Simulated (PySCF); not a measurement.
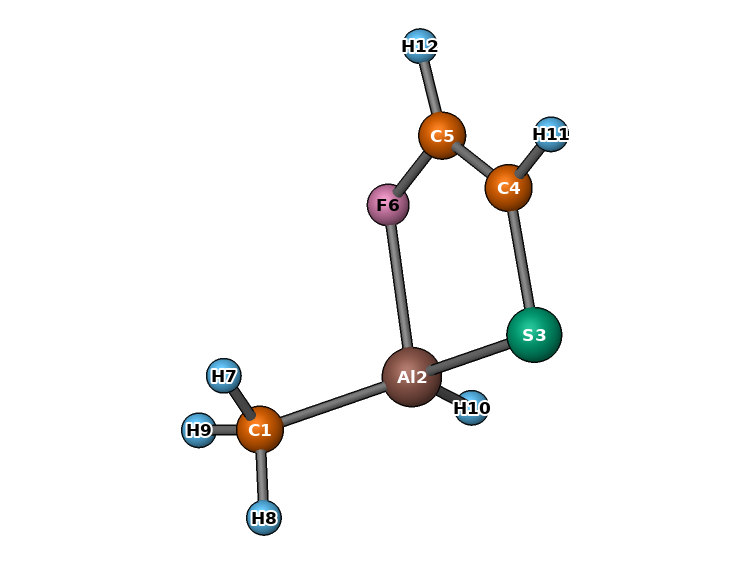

The questions are on isotropic NMR shieldings of the C atoms. Computed geometry: PBE0-D3(BJ)/def2-SVP optimisation. No frequency run is at hand to confirm it as a minimum. Level of theory: GIAO PBE0/aug-cc-pVDZ NMR shielding, non-relativistic, gas phase (PySCF 2.14.0).

Give the isotropic NMR shieldings of the C atoms atom by atom.

| atom | σ (ppm) |
| --- | --- |
| C1 | 202.2 |
| C4 | 72.7 |
| C5 | 47.6 |
